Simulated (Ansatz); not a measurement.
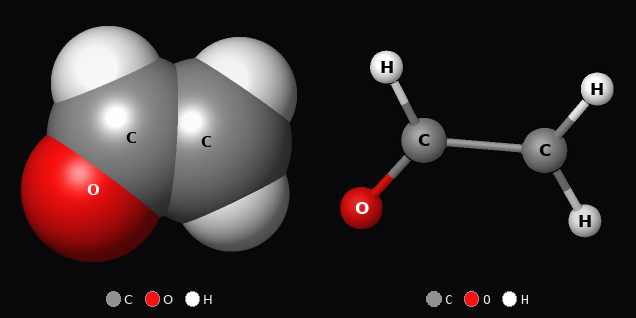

Both panels show the same species.

Charge 0, doublet.

Description:

Formula C2H3O. Its SMILES string is `C=C[O]`. It has no ring. Among its groups: alkene. The point group is Cs. It is an open-shell species. All atoms lie on one plane. Coordination: 2 C trigonal planar.

More results for the same structure follow; atom numbers are the same in all pictures, views and colours differ. The computed structure is the end point of a PBE0-D4/def2-TZVP optimisation.

## Geometry

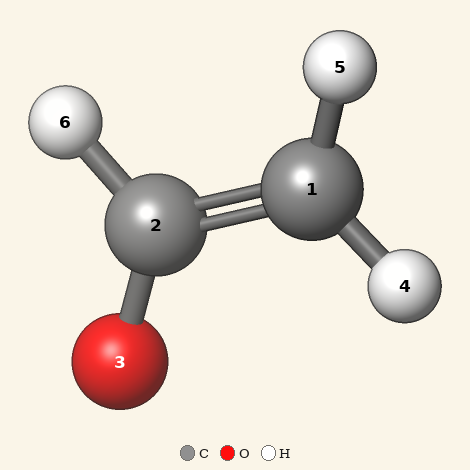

Numbered structure.

Estimate the angles C2–C1–H4, C2–C1–H5, H4–C1–H5, C1–C2–O3, C1–C2–H6, O3–C2–H6.

```csv
angle,degrees
C2–C1–H4,119.3
C2–C1–H5,121.1
H4–C1–H5,119.6
C1–C2–O3,123.0
C1–C2–H6,116.8
O3–C2–H6,120.2
```

## Thermal motion

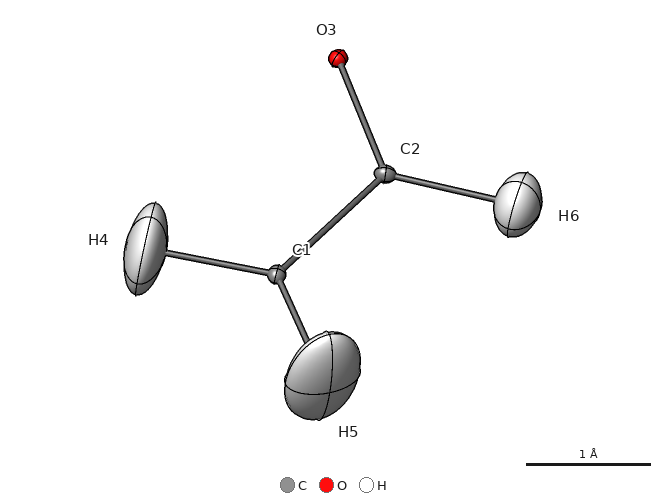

Displacement ellipsoids at the 50 % level, enlarged 1.5 times, from the internal vibrations of the free molecule (harmonic, no overall translation or rotation; no half-axis is drawn under 0.075 Å). Vibrations computed with UKS PBE0-D4/def2-TZVP (Ansatz 0.2.0). Temperature: 600 K.

Which atom moves most?

Answer. H5, with U_eq = 0.0264 Å².

Does H5 move more along its bond or across it?

Answer. Across it: the root-mean-square amplitude is 0.077 Å along the bond and up to 0.233 Å across, since bending and torsion are softer than stretching.

List U_eq and the three principal root-mean-square amplitudes for each kind of atom.

```
atom  U_eq (Å²)   rms amplitudes (Å)
  C1    0.00082  0.020, 0.024, 0.038
  C2     0.0012  0.027, 0.036, 0.040
  O3    0.00064  0.017, 0.018, 0.036
  H4     0.0209  0.072, 0.160, 0.179
  H5     0.0264  0.077, 0.138, 0.233
  H6     0.0118  0.081, 0.114, 0.126
```

## Dipole moment

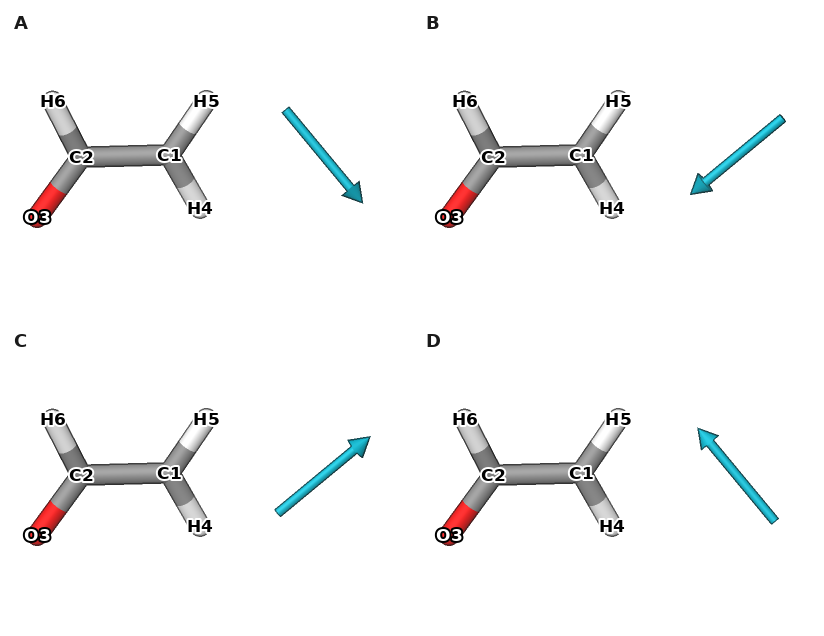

The same molecule four times, each with an arrow. Properties computed with UKS PBE0-D4/def2-TZVP (Ansatz 0.2.0).

Which arrow points along the dipole moment, from the negative to the positive end?

Answer. C. The dipole moment is 2.93 D; it points from the side of O3 to the side of H5 (the outermost atoms at the two ends).

## Charges

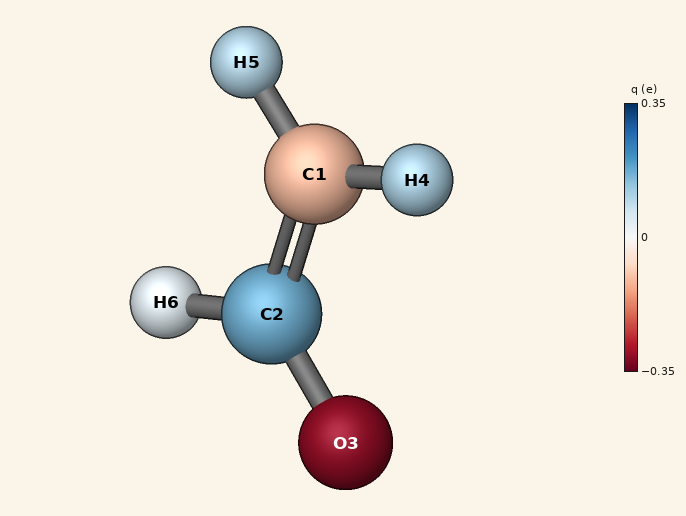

Atoms are coloured by their Mulliken charges. Properties computed with UKS r2SCAN-D4/def2-TZVPP (Ansatz 0.2.0).

List the Mulliken charges.

```json
{"atom": "C1", "value (e)": "−0.11"}
{"atom": "C2", "value (e)": "0.17"}
{"atom": "O3", "value (e)": "−0.31"}
{"atom": "H4", "value (e)": "0.11"}
{"atom": "H5", "value (e)": "0.10"}
{"atom": "H6", "value (e)": "0.04"}
```

Mulliken values depend strongly on the basis set and can even reverse the polarity of a bond.
